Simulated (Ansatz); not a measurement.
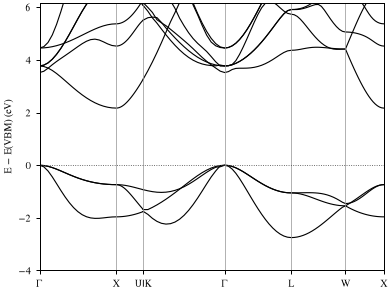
Figure: Band structure from r²SCAN (plane waves, PAW; program Ansatz)

Q: Read off the gap and where the band edges lie.

A: About 2.2 eV (2.17 eV by a search for the band edges); maximum at Γ, minimum at X.

Q: Pick the material that matches.
A. CuI, zinc blende
B. SrTe, rock salt
C. Si3N4, Fd-3m (Si on 16c, Si on 8b, N on 32e)

A: B, SrTe, rock salt

Space group Fm-3m (rock salt). Symmetry was held in the r²SCAN relaxation. Spin–orbit coupling is left out wherever it is not named.

Potentials: the later of the program's two PAW sets.
